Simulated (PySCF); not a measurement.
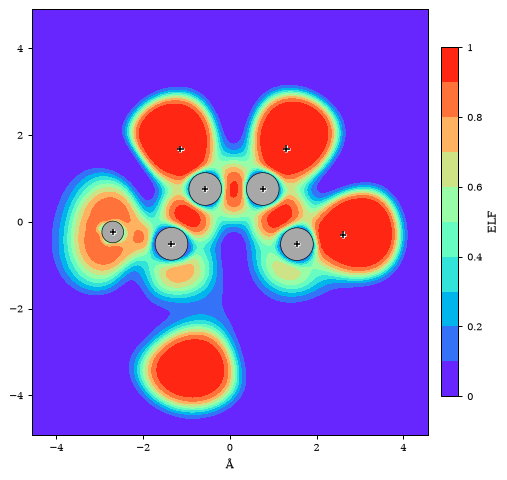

The electron localisation function on a plane through atoms (crosses mark nuclei in the plane; grey discs cover the cores).

The calculation used PySCF, PBE0/pcSseg-1, SCF density, gas phase, non-relativistic.

Candidates:
A. C5H12AlClO2 (SMILES C=C(OCC)[O+](C)[AlH2-][Cl])
B. C5H10BFSi
C. C2H11NSi2 (SMILES CN[SiH2][SiH2]C)

### Which candidate gave the map?

Candidate B: C5H10BFSi on the plane of atoms C5, C6 and H17, which holds C, F and H. C–C (1.33 Å): the ELF peaks at about 0.90 between the atoms: a multiple bond. C–F (1.39 Å): the ELF peaks at about 0.85 between the atoms, as expected for a polar covalent bond.
